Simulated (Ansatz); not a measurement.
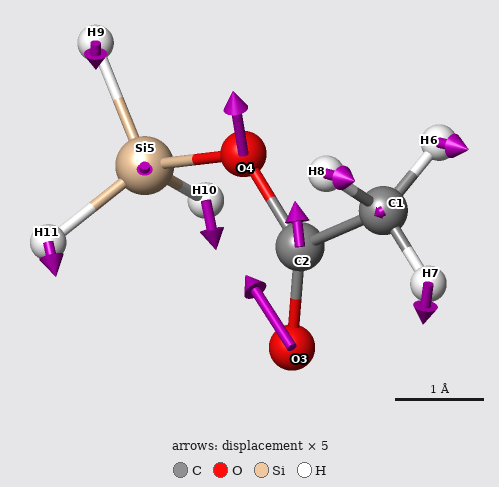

This is a relaxation of C$_{2}$H$_{6}$O$_{2}$Si (coarse preliminary run). The starting structure is drawn; purple arrows show the displacements, 5 times their true length. The two geometries are superimposed by the best rigid fit.

Style: ball-and-stick. Shown from a free direction.

The start comes from a force field.

Computed with Ansatz 0.2.0, RKS PBE-D4/def2-SVP. (force threshold 0.03 eV/Å; at most 200 steps)

> Describe the change and its energy.

The atom that moves furthest after the best rigid fit is O3 (0.23 Å). Largest moves by element: O 0.23 Å, H 0.12 Å, C 0.11 Å, Si 0.03 Å. Among the contacts that change: O4–Si5 1.651 → 1.740 Å, C1–H7 1.047 → 1.103 Å, C1–H6 1.072 → 1.108 Å, Si5–H9 1.533 → 1.498 Å. Among the angles between lasting bonds that change: C2–O4–Si5 123.2° → 114.2°, C2–C1–H8 104.7° → 109.7°, O4–Si5–H9 106.9° → 102.0°. The energy falls by 0.290 eV in 7 geometry steps. Largest force component: 2.3 eV/Å at the start, 0.015 eV/Å at the end.
